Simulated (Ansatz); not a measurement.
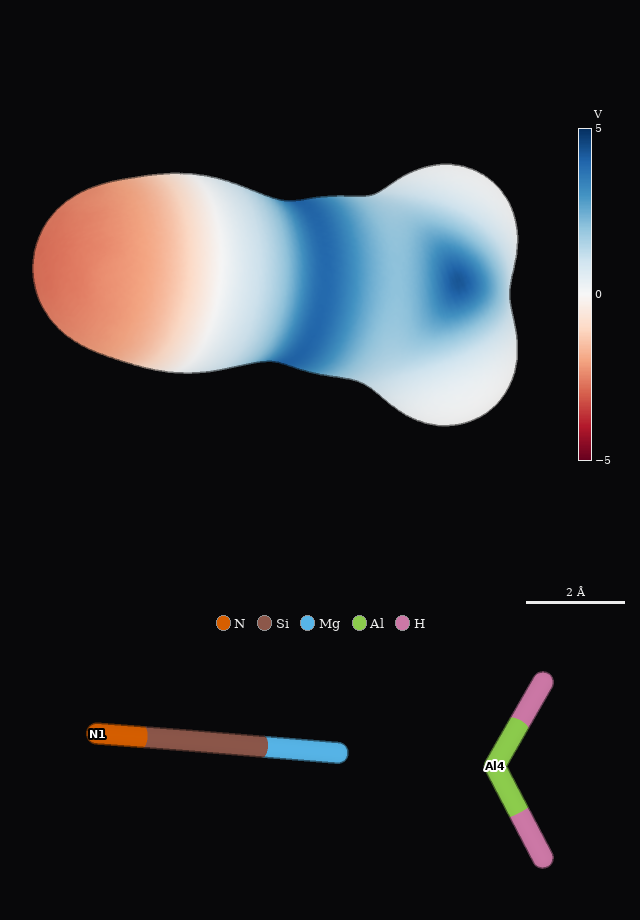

Figure 1: AlH$_{2}$MgNSi. The molecular electrostatic potential painted on the density surface at 0.002 e/bohr³, seen at a tilt; red is negative and blue positive. The bare structure is drawn below in the same view.

Geometry: PBE0-D4/def2-TZVP.

All numbers below come from RKS PBE0-D4/def2-TZVPP in Ansatz 0.2.0.

```xyz
6

N     1.8893   -3.8595    1.8310
Si    1.2618   -2.5580    1.2229
Mg    0.2095   -0.4216    0.2044
Al   -0.8957    1.8228   -0.8680
H    -0.7057    2.1887   -2.4065
H    -1.7590    2.8276    0.0162
```

Question: Describe the electrostatic potential map.

Answer: The most negative region (about −2.7 V, or −62 kcal/mol for a unit charge) lies over N1, the most positive (about +4.1 V, or +95 kcal/mol for a unit charge) over Al4. N1 is the likeliest acceptor of a hydrogen bond.
